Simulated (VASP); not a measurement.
Band structure of MoSe2 (2H layered). All values below come from modified Becke-Johnson potential (mBJ), VASP's PBE PAW potentials (set 64) (plane waves; VASP).

mBJ is a potential without an energy functional, so only the levels count. Without a dispersion term in the relaxation, distances and binding between the weakly bound layers, chains or molecules are unreliable, and so is what depends on them.

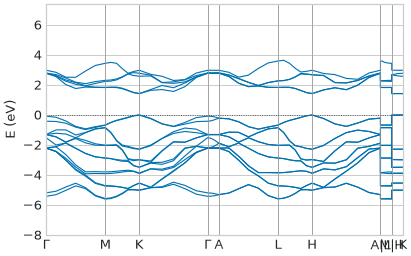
Figure: Bands along high-symmetry lines, zero at the valence-band maximum or, without a gap, the Fermi level

**Question.** Read the plot: is there a gap, and where are the band edges?

**Answer.** The gap is direct, 1.41 eV, from the valence maximum at K to the conduction minimum at K.

Measured: gap 1.09 eV (computed value off by +0.32 eV), as given by Li et al., (2013), arXiv:1302.0733.

The compound is MoSe2 in the 2H layered structure. It was relaxed first, which changed the volume by +19 %. The cell's shape comes from a PBE relaxation.
